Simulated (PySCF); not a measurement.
CH₇BNO₂, charge +1, SMILES `[NH3+]CB(O)O`.

PySCF calculation, CAM-B3LYP/6-31+G*, gas phase; geometry: GFN2-xTB. No frequency check shows the geometry to be a minimum.

Coordinates in Å:

```
N1      -1.8684   -0.0815    0.0924
C2      -0.7205    0.8500   -0.1184
B3       0.6678    0.0172   -0.0147
O4       1.7957    0.6989    0.0752
O5       0.4661   -1.3210   -0.0575
H6      -1.5621   -1.0013   -0.2653
H7      -2.0585   -0.1887    1.0941
H8      -2.7238    0.2268   -0.3810
H9      -0.7691    1.6737    0.5891
H10     -0.7937    1.2847   -1.1142
H11      2.6565    0.2791    0.1103
H12      1.2193   -1.9129   -0.0377
```

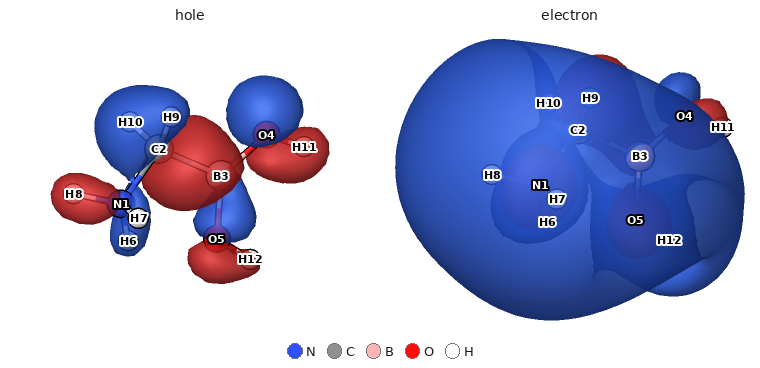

Leading natural transition orbital pair of S₂ (full linear response singlet states); the surfaces enclose about 85 % of each orbital's density.

Where does the state lie, and where do hole and electron sit?

8.78 eV (141 nm), f = 0.018, partly diffuse acceptor orbital; the leading pair carries 96 %; hole on C2 (32 %), O4 (21 %) and B3 (17 %), electron on N1 (17 %), B3 (16 %) and C2 (14 %) (atom shares of so diffuse an orbital are rough); their centroids lie 1.6 Å apart. In canonical orbitals it is mainly HOMO−1 → LUMO (74 %). The HOMO–LUMO gap is 11.52 eV.

Cost of the run: 3.9 min on 1 thread of Intel(R) Xeon(R) 6975P-C (Granite Rapids), on a shared host, peak memory 0.7 GiB.
